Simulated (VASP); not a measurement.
Band structure of C (diamond). Calculation: vdW-DF2, VASP's PBE PAW potentials (set 64) (plane waves; VASP).

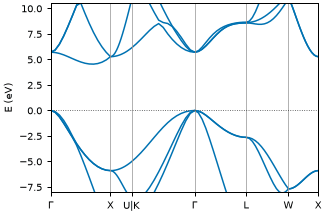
*Bands along high-symmetry lines, zero at the valence-band maximum or, without a gap, the Fermi level*

### Question
Read the plot: is there a gap, and where are the band edges?

### Answer
The gap is indirect, 4.54 eV, from the valence maximum at Γ to the conduction minimum at Γ-X at 0.71. (Edges off the drawn lines would not show.)

The compound is C in the diamond structure. It was relaxed first.
